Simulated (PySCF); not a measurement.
C5H4O, SMILES `O=C1C=CC=C1`.

Method: M06-2X/def2-SVPD; geometry: GFN2-xTB; program: PySCF. No frequency check shows the geometry to be a minimum.

Coordinates in Å:

```
O1      -2.0286   -0.0001    0.0000
C2      -0.8250    0.0001    0.0000
C3       0.0894   -1.1866    0.0000
C4       1.3451   -0.7396    0.0000
C5       1.3451    0.7396    0.0000
C6       0.0894    1.1865    0.0000
H7      -0.2662   -2.1986    0.0000
H8       2.2489   -1.3223    0.0000
H9       2.2489    1.3223    0.0000
H10     -0.2662    2.1986    0.0000
```

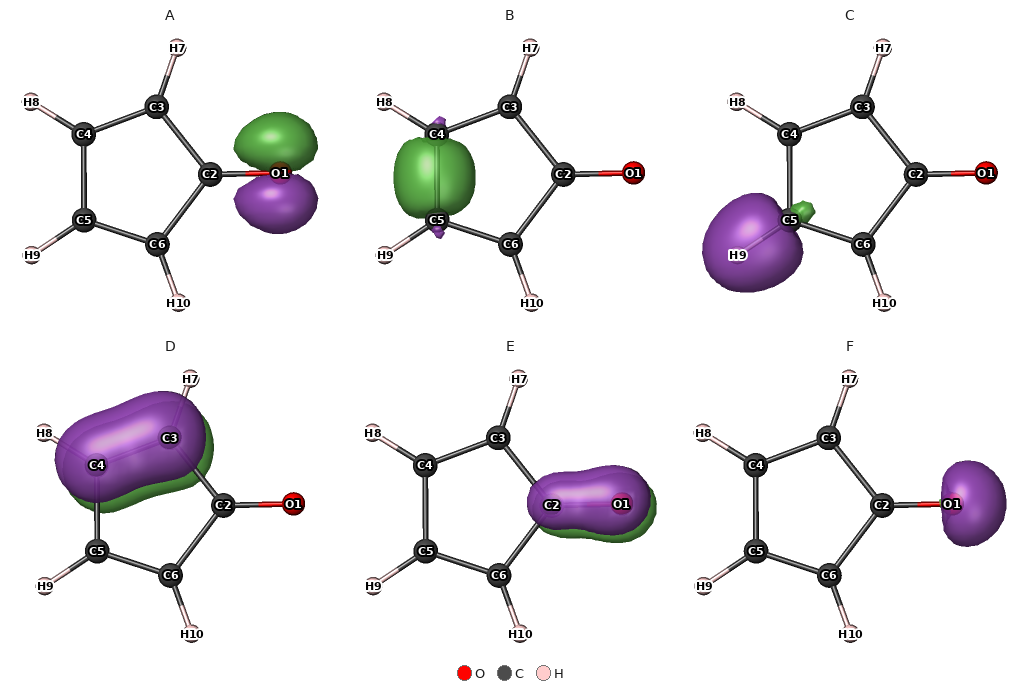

Pipek–Mezey orbitals, occupied; each surface holds about 70 % of the orbital's density. Energies are diagonal elements of the Fock matrix.

### What does each orbital represent in a Lewis picture?

By panel:
- A: lone pair on O1 (p-type) (O1 94 %, C2 3 %; −11.2 eV)
- B: σ bond C5–C4 (C5 49 %, C4 49 %; −17.8 eV)
- C: σ bond C5–H9 (C5 56 %, H9 43 %; −16.4 eV)
- D: π bond C3–C4 (C3 50 %, C4 46 %; −10.2 eV)
- E: π bond O1–C2 (O1 63 %, C2 34 %; −12.9 eV)
- F: lone pair on O1 (sp0.7-type) (O1 100 %; −18.5 eV)

### How do all the valence pairs divide up?

15 pairs: 10 σ bonds, 3 two-centre π bonds and 2 lone pairs.
